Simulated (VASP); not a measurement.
Band structure of CrO2 (rutile). Computed with PBEsol GGA, VASP's PBE PAW potentials (set 64) (plane waves; VASP).

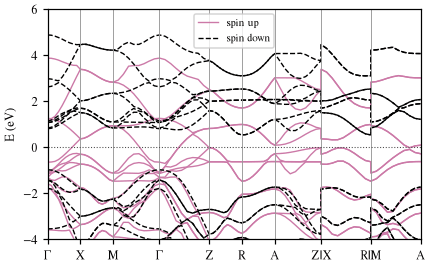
Figure: Bands along high-symmetry lines, zero at the valence-band maximum or, without a gap, the Fermi level

Task: Read the plot: is there a gap, and where are the band edges?

Result: It has no gap at this level: it comes out as a metal or semimetal. (Edges off the drawn lines would not show.)

The compound is CrO2 in the rutile structure. It was relaxed first.
